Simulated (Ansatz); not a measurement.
Hf (P6_3/mmc): Drude plasma energy along x against volume

The cell of Hf (P6_3/mmc) is scaled evenly and the response computed anew at each volume, on one mesh. x, y and z are the Cartesian axes of the input cell.

It takes space group P6_3/mmc (No. 194, hexagonal). The conventional cell has a = 3.197 Å, b = 3.197 Å, c = 5.058 Å, α = 90.00°, β = 90.00°, γ = 120.00°. Around Hf on site c lie 12 Hf at 3.13 to 3.20 Å.

Method: Ansatz 0.2.0, PBEsol, independent particles, k-mesh 15×15×8 with interpolation inside its cells, Gaussian parameter 0.1 eV.

Launch of the response step: `ansatz run input.yaml --threads 4 --pin off --max-ram 8192MiB --backend cpu --events-out ev --progress --plain --runs-dir out`. The series took 10.8 min in all, on 4 threads of Intel(R) Xeon(R) Processor @ 2.50GHz (Skylake/Cascade Lake), on a shared host.

| V/V₀ | V (Å³, primitive cell) | Drude plasma energy along x (eV) |
| --- | --- | --- |
| 0.94 | 42.07 | 4.2604 |
| 0.96 | 42.97 | 4.2036 |
| 0.98 | 43.87 | 4.1494 |
| 1.00 | 44.76 | 4.0987 |
| 1.02 | 45.66 | ? |
| 1.04 | 46.55 | 4.0051 |
| 1.06 | 47.45 | 3.9608 |

For small changes the quantity should be close to linear in ln V.

Working, on the rows shown:

| x = ln(V/V₀) | y = Drude plasma energy along x |
| --- | --- |
| -0.0618754 | 4.2604 |
| -0.040822 | 4.2036 |
| -0.0202027 | 4.1494 |
| 0 | 4.0987 |
| 0.0392207 | 4.0051 |
| 0.0582689 | 3.9608 |

Means: x̄ = -0.0042351, ȳ = 4.113. Σ(x − x̄)(y − ȳ) = -0.02665, Σ(x − x̄)² = 0.01073. Slope = -0.02665 / 0.01073 = -2.484; intercept = ȳ − slope · x̄ = 4.1025. The line misses the rows shown by at most 0.0042 eV.

Question: Fill in the last column of the withheld row.

Answer: At x = 0.019803 the line gives y = 4.0533 eV. The run gave 4.0510 eV, so the interpolation is off by 0.0023 eV, 0.8 % of the range in the table.

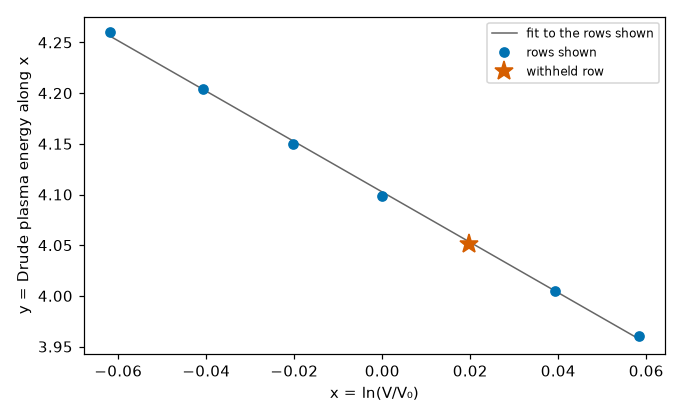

Between the rows on either side of x = 0 the slope is (4.051 − 4.1494) / (0.019803 − (-0.020203)) = -2.46. So d ln ωp/d ln V = -0.60; free electrons would give −0.50. The values come from a sum over the points of one k-mesh and carry its error, which is largest for Fermi-surface quantities. Spin-orbit coupling is left out.
